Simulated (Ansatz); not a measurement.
# HF/3-21G run of SiH3Br (SMILES [SiH3]Br)

Aim: the vertical ionisation energy of SiH3Br at HF/3-21G, from 2 runs. 

The calculation is run with Ansatz 0.2.0.

54 further runs of the same task are left out: 1 that didn't finish, 53 set aside as unsound or not needed.

## Step 1: The molecule

SiH3Br: 5 atoms, total charge 0, spin state singlet. As SMILES, `[SiH3]Br`. The shape is that of a PBE0-D4/def2-TZVP optimisation.

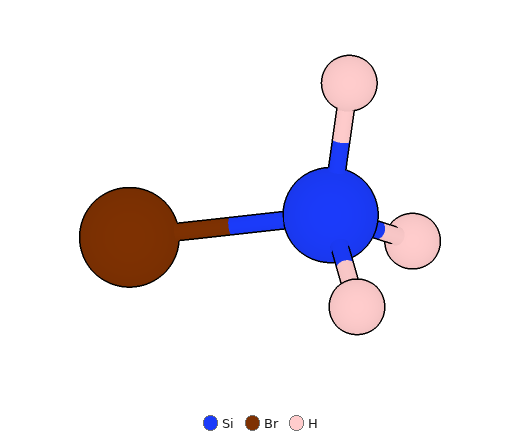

The structure, seen from a chosen angle (silicon blue, bromine brown, hydrogen pink).

## Step 2: The energy at HF/3-21G

Input file job.yaml:

```yaml
crystal:
  periodic: [false, false, false]
  atoms:
    - symbol: Si
      position_ang: [-0.147420, 0.056100, -0.043220]
    - symbol: Br
      position_ang: [1.853020, -0.705130, 0.543250]
    - symbol: H
      position_ang: [-1.064550, -0.105170, 1.107850]
    - symbol: H
      position_ang: [-0.625550, -0.731350, -1.202270]
    - symbol: H
      position_ang: [-0.015510, 1.485560, -0.405610]
basis:
  gaussian:
    orbitals: 3-21G-spherical.json
hamiltonian:
  xc: hf
accuracy: high
output: {orbitals: {seedname: orbitals}}
```

The basis set 3-21G is read from a file made from the Basis Set Exchange's data (not shown).

On the command line:

```sh
$ ansatz run job.yaml --threads 1 --pin off --max-ram 3480MiB --events-out events.jsonl --progress --plain --runs-dir runs
```

The program printed:

```text
Warning: RAYON_NUM_THREADS=1 ignored (pool sized by the plan → 1); use --threads N
Functional definition: HF
  name "HF"
  exchange = exact_x
  correlation = 0
716 factors; integrals over basis functions are off by at most 5.2e-9 eV
mean field evaluation 1: about -77530.1040 eV, gradient 1.0e1 eV
mean field evaluation 2: about -77530.1184 eV, gradient 1.0e1 eV
mean field evaluation 4: about -77530.6049 eV, gradient 6.1e-1 eV
mean field evaluation 8: about -77530.6067 eV, gradient 2.4e-4 eV
mean field -77530.60669379 eV, -2849.1972438640 hartree, gradient 7.1e-8 eV, S^2 0.000000; 0 other end points of the search recorded, 0 dependent functions left out
reference -77530.60669379 eV, -2849.1972438640 hartree; 26, 26 occupied and 15, 15 virtual orbitals, 716 factors
Total energy: -77530.60669379 eV, -2849.1972438640 hartree
```

Run time: 0.3 s. Hardware: 1 thread of Arm Neoverse V2, shared host.

## Step 3: The doublet cation

Input file run.yaml:

```yaml
basis:
  gaussian:
    orbitals: 3-21G-spherical.json
crystal:
  periodic: [false, false, false]
  atoms:
    - {symbol: Si, position_ang: [-0.147420, 0.056100, -0.043220]}
    - {symbol: Br, position_ang: [1.853020, -0.705130, 0.543250]}
    - {symbol: H, position_ang: [-1.064550, -0.105170, 1.107850]}
    - {symbol: H, position_ang: [-0.625550, -0.731350, -1.202270]}
    - {symbol: H, position_ang: [-0.015510, 1.485560, -0.405610]}
hamiltonian:
  xc: hf
magnetization:
  spin_polarized: true
  initial_magnetization: 1
total_charge: 1
output: {orbitals: {seedname: orbitals}}
accuracy: high
```

The basis set 3-21G is read from a file made from the Basis Set Exchange's data (not shown).

On the command line:

```sh
$ ansatz run run.yaml --threads 1 --pin off --max-ram 3480MiB --events-out events.jsonl --progress --plain --runs-dir runs
```

The program printed, cut to the lines that bear on the results:

```text
Warning: RAYON_NUM_THREADS=1 ignored (pool sized by the plan → 1); use --threads N
Functional definition: HF
  name "HF"
[...]
716 factors; integrals over basis functions are off by at most 5.2e-9 eV
[...]
mean field -77520.54743856 eV, -2848.8275730526 hartree, gradient 1.8e-8 eV, S^2 0.753651; 4 other end points of the search recorded, 0 dependent functions left out
reference -77520.54743856 eV, -2848.8275730526 hartree; 26, 25 occupied and 15, 16 virtual orbitals, 716 factors
Total energy: -77520.54743856 eV, -2848.8275730526 hartree
```

Wall time 3.6 s (1 thread of Arm Neoverse V2, shared host); peak memory 0.15 GiB.

## Step 4: Outcome

At HF/3-21G:

| quantity | value |
| --- | --- |
| singlet SiH3Br: total energy | -2849.19724 Eh |
| singlet SiH3Br: HOMO energy | -11.11 eV |
| singlet SiH3Br: LUMO energy | 3.03 eV |
| singlet SiH3Br: HOMO–LUMO gap | 14.13 eV |
| doublet cation: total energy | -2848.82757 Eh |
| doublet cation: HOMO energy (highest over α and β) | -18.38 eV |
| doublet cation: LUMO energy (lowest over α and β) | -9.05 eV |
| doublet cation: ⟨S²⟩ | 0.754 |
| vertical ionisation energy (to the doublet cation) | 10.059 eV |

What this shows: Removing an electron at fixed nuclei costs 10.06 eV (971 kJ/mol). The negative HOMO energy of the first species, 11.11 eV, lies 1.05 eV above that difference.
